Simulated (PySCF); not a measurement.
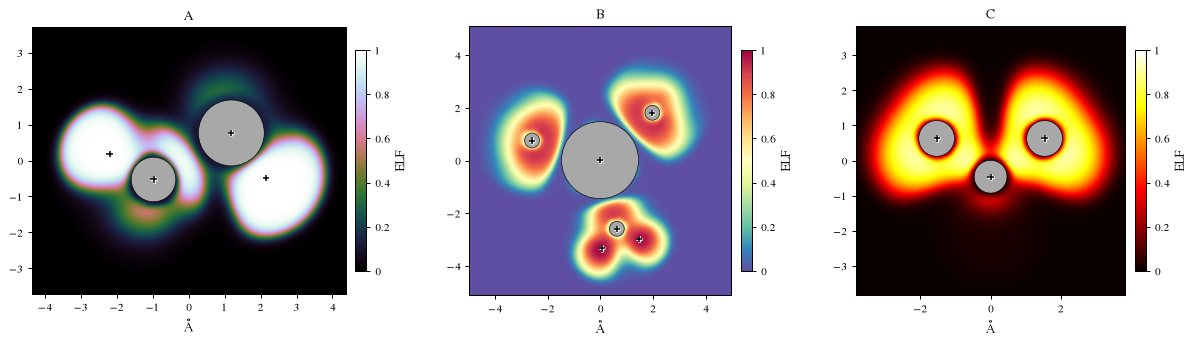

The electron localisation function of 3 systems, each on a plane through atoms (crosses mark nuclei in the plane; grey discs cover the cores).

Theory: wB97M-D3(BJ)/def2-TZVPD, SCF density, gas phase in PySCF 2.14.0.

System 1: H6KO3 (charge +1), the plane of atoms O2, K1 and O5. Geometry: PBE0-D3(BJ)/def2-TZVPD.

```xyz
10

K    -0.8189   -0.7447    0.5932
O    -2.5138   -2.8274    0.6911
H    -2.3194   -3.7254    0.9771
H    -3.4378   -2.8543    0.4239
O    -0.8979    1.1334    2.5024
H    -0.5137    2.0149    2.4690
H    -1.2999    1.0769    3.3747
O     1.0978   -0.5774   -1.2830
H     1.0175   -0.2540   -2.1857
H     2.0137   -0.8628   -1.2089
```

System 2: BCl3F (charge −1), the plane of atoms Cl1, B2 and Cl4. Geometry: PBE0-D3(BJ)/def2-SVPD.

```yaml
atoms:
  - { symbol: Cl, position_ang: [-0.8938, 1.1053, -0.8574] }
  - { symbol: B, position_ang: [0.2199, 0.4143, 0.4949] }
  - { symbol: Cl, position_ang: [1.8799, -0.0673, -0.2518] }
  - { symbol: Cl, position_ang: [-0.5887, -1.1109, 1.2470] }
  - { symbol: F, position_ang: [0.4080, 1.3638, 1.4665] }
```

System 3: GaH6P, the plane of atoms Ga1, P5 and H8. Geometry: PBE0-D3(BJ)/def2-TZVPD.

| atom | x (Å) | y (Å) | z (Å) |
| --- | --- | --- | --- |
| Ga | -0.0839 | 0.0668 | 0.3344 |
| H | -0.0126 | 1.4608 | -0.3994 |
| H | -1.2954 | -0.8917 | 0.0185 |
| H | 1.2467 | -0.5599 | 0.9022 |
| P | -0.9610 | 0.9403 | 2.5320 |
| H | -2.1939 | 1.6246 | 2.5614 |
| H | -0.1924 | 1.8777 | 3.2530 |
| H | -1.2089 | 0.0327 | 3.5828 |

Q: Match each panel to its system.

A: Panel A is system 3, GaH6P: the plane holds Ga, H and P. Ga–P (2.52 Å): the ELF peaks at about 1 in the valence shell of P, 0.9 Å from its nucleus, and is about 0.70 at the midpoint. Panel B is system 1, H6KO3: the plane holds K, O and H. K–O (2.68 Å): the ELF is about 0.05 at the midpoint; a largely ionic contact. Panel C is system 2, BCl3F: the plane holds Cl and B. B–Cl (1.88 Å): the ELF peaks at about 0.90 between the atoms; a shared but strongly polarised pair.
